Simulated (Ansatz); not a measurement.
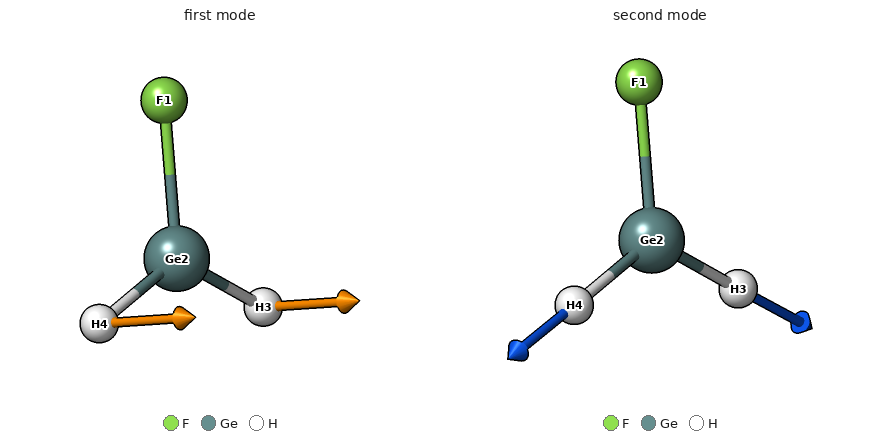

The system is FGeH₂, SMILES [F][GeH2+], charge +1; the picture shows the reference structure; its two panels give the patterns of the first and the second mode as arrows. Coordinates scanned: (1) normal mode 2 (686 cm⁻¹); (2) normal mode 5 (2204 cm⁻¹). Nothing is relaxed (straight displacements along the two mass-weighted modes). The grid has 15 × 15 points; 120 points were computed and 105 follow by symmetry. Points are written as (first, second). Energies are in kJ/mol, from the lowest grid point. Theory: RKS PBE0-D4/def2-TZVP in Ansatz 0.2.0.

Its coordinates:

```xyz
4

F    -0.8165   -0.6819    1.1311
Ge    0.0622    0.0520   -0.0862
H    -0.7590    0.3245   -1.3369
H     1.5133    0.3055    0.2921
```

Range: normal mode 2 (686 cm⁻¹) from −0.659 to 0.659 amu½·Å; normal mode 5 (2204 cm⁻¹) from −0.335 to 0.335 amu½·Å.

### Predict the map.

The lowest grid point is at (0.000 amu½·Å, 0.000 amu½·Å). No other kind of well shows on this grid. The highest grid point, (0.000 amu½·Å, −0.335 amu½·Å), lies 141 kJ/mol above the lowest.

```
normal mode 5 (2204 cm⁻¹) ↓, normal mode 2 (686 cm⁻¹) →  −0.659  −0.565  −0.471  −0.377  −0.283  −0.188  −0.094  0.000  0.094  0.188  0.283  0.377  0.471  0.565  0.659
                                                  0.335     120     106      95      85      78      73      69     68     69     73     78     85     95    106    120
                                                  0.287     104      91      79      70      62      57      54     53     54     57     62     70     79     91    104
                                                  0.239      90      76      65      55      48      43      39     38     39     43     48     55     65     76     90
                                                  0.191      76      63      52      42      35      30      27     26     27     30     35     42     52     63     76
                                                  0.143      65      51      40      31      24      19      16     15     16     19     24     31     40     51     65
                                                  0.096      54      42      31      22      16      11       8      7      8     11     16     22     31     42     54
                                                  0.048      46      34      24      16      10       5       3      2      3      5     10     16     24     34     46
                                                  0.000      40      29      20      12       7       3       1      0      1      3      7     12     20     29     40
                                                 −0.048      37      27      19      12       8       5       3      2      3      5      8     12     19     27     37
                                                 −0.096      37      29      22      17      13      11       9      9      9     11     13     17     22     29     37
                                                 −0.143      41      34      29      25      23      22      21     21     21     22     23     25     29     34     41
                                                 −0.191      49      44      41      40      39      39      39     39     39     39     39     40     41     44     49
                                                 −0.239      62      60      60      60      62      63      64     64     64     63     62     60     60     60     62
                                                 −0.287      80      82      84      88      92      95      97     98     97     95     92     88     84     82     80
                                                 −0.335     105     110     117     124     131     136     140    141    140    136    131    124    117    110    105
```

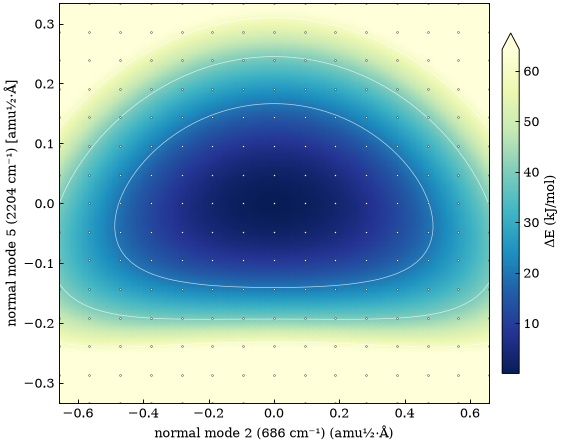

The picture shows a smooth colour map with a few white contour lines, dots at the grid points, one colour for all values above the top of the scale. Between grid points the surface is interpolated.

Each point was launched as `ansatz run input.yaml --threads 1 --pin off --max-ram 2560MiB --backend cpu --events-out ev --progress --plain --runs-dir out`. Time for the 120 points that were run: 3.4 min on 1 thread of Arm Neoverse V2, on a shared host.
